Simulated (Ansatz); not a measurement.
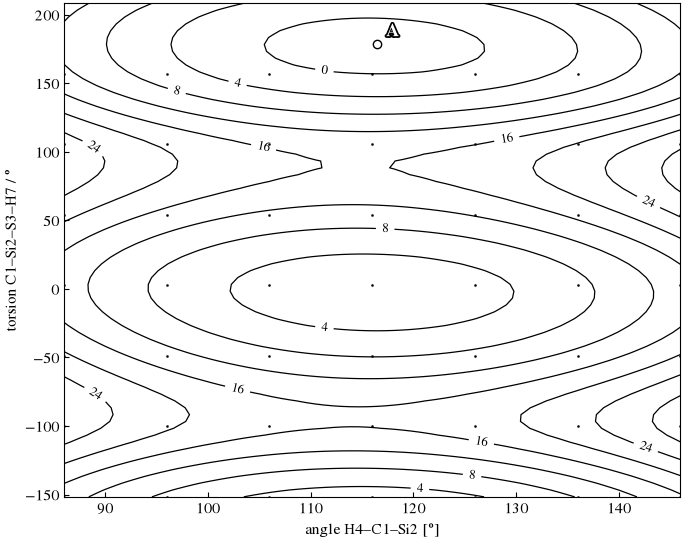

CH4SSi, SMILES C[Si]S. Two internal coordinates are moved rigidly from the geometry relaxed at PBE0-D4/def2-TZVP, all others fixed. The first coordinate is: angle H4–C1–Si2; the second: torsion C1–Si2–S3–H7. The scan uses a 7 × 7 grid. Points are written as (first, second). All energies are given in kcal/mol relative to the lowest grid point. The calculation used RKS PBE-D4/def2-TZVPP in Ansatz 0.2.0.

Drawn: contour lines labelled in kcal/mol, dots at the grid points, the point A. Between grid points the surface is interpolated.

Find the lowest pass out of the well at A.

Answer. The easiest path leads from the well at about (116°, 180°) to the well at (116°, 3°), about 3 kcal/mol higher. Its highest point lies about 18 kcal/mol above the bottom of the first well on the interpolated surface, at about (115°, 90°). Seen from the upper well the barrier is about 15 kcal/mol. This is the barrier on the constrained surface; relaxing the other coordinates would change it.

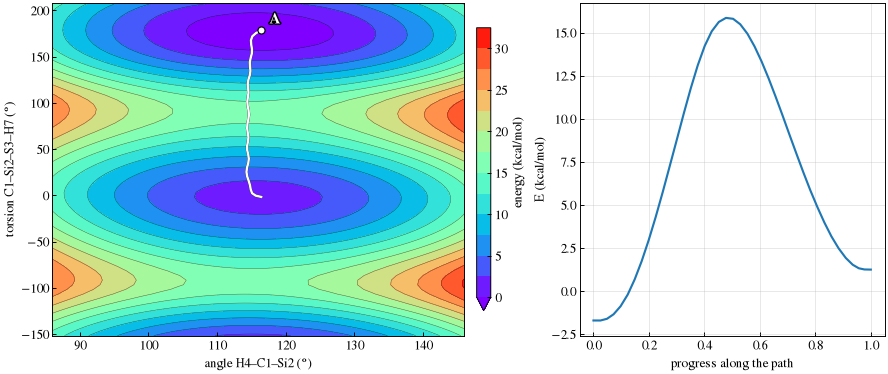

Drawn: filled contours, a line along the lowest path, the energy along the path at the right. Between grid points the surface is interpolated.
